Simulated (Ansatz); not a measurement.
The starting structures come from a database of crystals and need not be the phases stable at ambient conditions.

 Where the default PAW files enter, the runs use the earlier of Ansatz's two default sets.

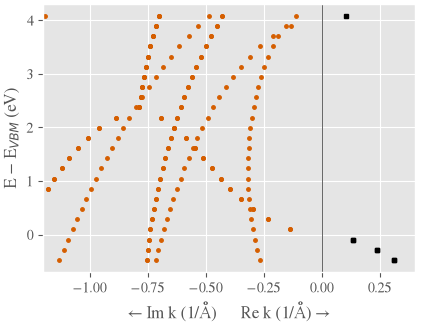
Complex bands at the centre of the two-dimensional zone; r2SCAN (Ansatz, a program for electronic structure)

The gap is the functional's own, uncorrected, and κ follows it; spin-orbit coupling is left out. Mid-gap values are interpolated between the computed energies.

This is AlH$_{3}$ (Fd-3m, not sure to be the ambient phase, 16 atoms a cell, 11.3 Å³ an atom) along the normal of (111). Read off the slowest decay at the centre of the two-dimensional zone at 2.00 eV, the computed energy nearest the middle of the gap.

κ ≈ 0.31 1/Å, a decay length 1/(2κ) of the density of 1.6 Å.
